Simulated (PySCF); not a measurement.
SMILES [SiH2](SC)C(=O)OC, singlet at its GFN2-xTB optimised geometry (Å):

```
15

C      1.2743    -2.2316     0.0732
O      0.5960    -0.9792     0.0519
C      1.3427     0.1226     0.0000
O      2.5474     0.1226     0.0000
Si     0.2296     1.6698     0.0000
S     -0.9674     1.5793    -1.7640
C     -1.9785     3.0754    -1.5122
H      0.5313    -2.9805     0.3347
H      2.0803    -2.2073     0.8093
H      1.6984    -2.4413    -0.9106
H     -0.6507     1.6263     1.1664
H      1.0561     2.8719    -0.0148
H     -1.3357     3.9480    -1.4732
H     -2.6497     3.1450    -2.3610
H     -2.5474     2.9805    -0.5937
```

Level of theory: CAM-B3LYP/def2-TZVP (PySCF).

Map of the deformation density (molecule minus spherical neutral atoms) (e/bohr³) on the plane z = 1.0 Å:

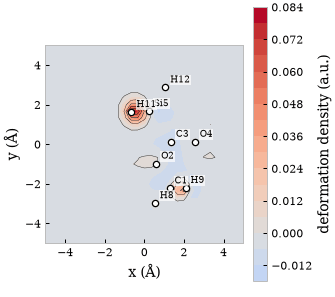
Figure. Deformation density (molecule minus spherical neutral atoms) (e/bohr³) on the plane z = 1.0 Å.
